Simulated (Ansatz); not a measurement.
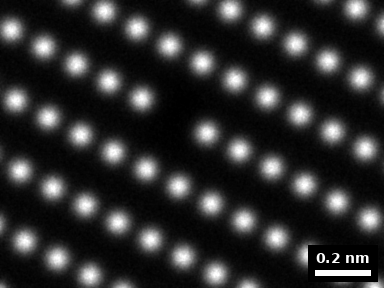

HAADF-like image of Rh (Fm-3m, No. 225) along [211]. The image is simulated as a sum over atoms of Z^1.7, blurred by a 0.63 Å probe (no channelling). The probe carries 25 % of its weight in a tail 2.5 times as wide. Shot noise was added.

The sample is 1 repeat (4.7 Å) thick. One point defect was put into the perfect crystal, without relaxing the atoms around it. Brightness is counted from the darkest point of the image. Host structure: a calculation's starting geometry.

Question: Where is the defect (in Å from the left and the top edge), and what does its contrast suggest?

Answer: At about 6 Å from the left and 4 Å from the top. The column has all but vanished there, which points to a vacancy or a much lighter atom. The column holds 1 atom (Rh) through the sample, and one Rh atom is missing, so its peak vanishes.
